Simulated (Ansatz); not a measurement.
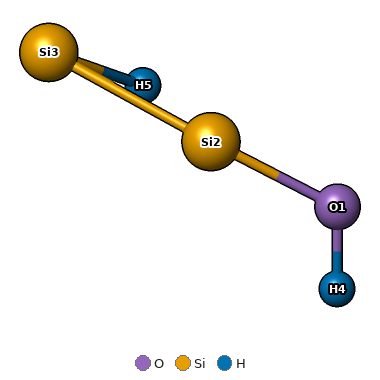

The system is H₂OSi₂ (SMILES O[Si]#[SiH]) with the probe K+; the picture shows it without the atoms that are moved over the map. The probe is moved over a plane parallel to the molecule's main plane, 3.54 Å above it. Coordinates scanned: (1) x of the probe's K atom; (2) y of the probe's K atom. Nothing is relaxed (molecule and probe rigid). The grid has 15 × 11 points. All energies are given in kJ/mol relative to the lowest grid point. Computed with RKS PBE0-D4/def2-TZVP in Ansatz 0.2.0.

Range: x of the probe's K atom from −3.71 to 3.71 Å; y of the probe's K atom from −2.65 to 2.65 Å.

Predict the map.

Answer. The lowest grid point is at x of the probe's K atom = −2.12 Å, y of the probe's K atom = 0.00 Å [nearest 1 Si at 3.55 Å]. The highest grid point, x of the probe's K atom = 2.65 Å, y of the probe's K atom = −0.53 Å [nearest 1 H at 2.75 Å], lies 90 kJ/mol above the lowest. Near the minimum the curvatures are about 0.042 and 0.094 eV/Å² along the soft and the stiff direction.

```tsv
y of the probe's K atom ↓, x of the probe's K atom →	−3.71	−3.18	−2.65	−2.12	−1.59	−1.06	−0.53	0.00	0.53	1.06	1.59	2.12	2.65	3.18	3.71
2.65	31	27	22	19	18	19	23	29	36	44	52	59	65	69	71
2.12	25	18	13	9	8	9	14	21	31	41	51	60	66	71	73
1.59	18	11	5	2	1	4	10	19	29	40	51	62	69	74	76
1.06	13	6	2	0	2	6	13	22	33	45	57	66	74	78	80
0.53	10	4	1	0	1	5	12	24	37	52	67	78	82	83	84
0.00	9	4	1	0	1	4	13	24	39	55	71	83	89	88	86
−0.53	10	4	2	1	2	5	13	25	39	56	72	84	90	88	87
−1.06	13	6	3	2	3	7	14	23	35	52	68	79	84	86	86
−1.59	18	11	6	3	3	5	11	20	32	46	60	72	79	83	83
−2.12	24	18	13	10	9	11	17	25	36	48	59	69	76	79	80
−2.65	31	26	22	20	19	21	26	33	41	51	60	68	73	76	78
```

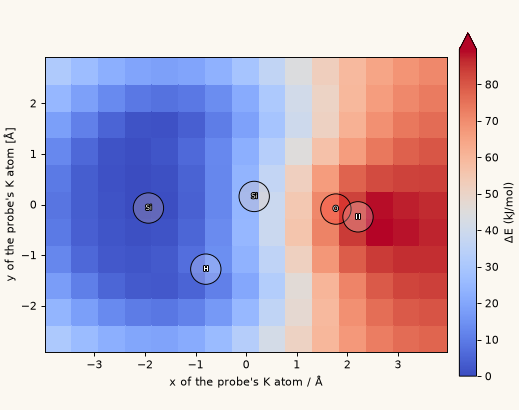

Drawn: one coloured cell a grid point, labelled circles for the molecule's atoms, projected on the plane, one colour for all values above the top of the scale.

The whole map (165 points run) took 23 min on 1 thread of Intel(R) Xeon(R) Platinum 8259CL CPU @ 2.50GHz (Skylake/Cascade Lake), with other jobs on the host.
